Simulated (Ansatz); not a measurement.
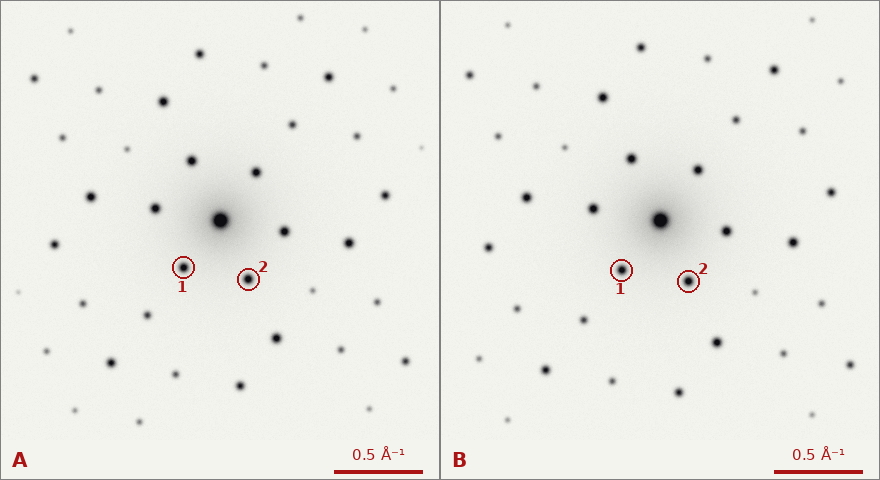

Kinematic electron diffraction patterns (300 kV, B = 0.5 Å², same scale) along [111] of the run's own cell, for the start and the end of one relaxation of MoSe with DFT PBEsol, scalar-relativistic, plane waves, PAW in Ansatz. k mesh 12×12×6. The start is a generated model structure, and the relaxation ends in the nearest stationary point of its symmetry, not necessarily the ground state. Spot 1 is -1 1 0 and spot 2 is -1 0 1 in both.

Start structure:

```
Mo Se
1.0
     3.39050    0.00000    0.00000
    -1.69525    2.93626    0.00000
     0.00000    0.00000    6.57450
Mo Se
2 2
Direct
  0.00000 0.00000 0.00000
  0.00000 0.00000 0.50000
  0.33333 0.66667 0.25000
  0.66667 0.33333 0.75000
```

**Which pattern belongs to the start structure, and which to the relaxed one?**

A is the start: its cell gives d(1) = 2.936 Å, d(2) = 2.681 Å and an angle of 62.8°. B is the relaxed structure, with d(1) = 2.796 Å (-4.8 %), d(2) = 2.602 Å (-2.9 %) and 62.3°.

**What did the relaxation do to the structure and the energy?**

The volume changed by -1.9 % to 16.05 Å³ an atom; the fractional coordinates hardly changed; the space group stayed P6_3/mmc (No. 194); the free energy fell by 20 meV an atom. Relaxed cell: a = 3.228 Å, b = 3.228 Å, c = 7.114 Å, α = 90.00°, β = 90.00°, γ = 120.00°.
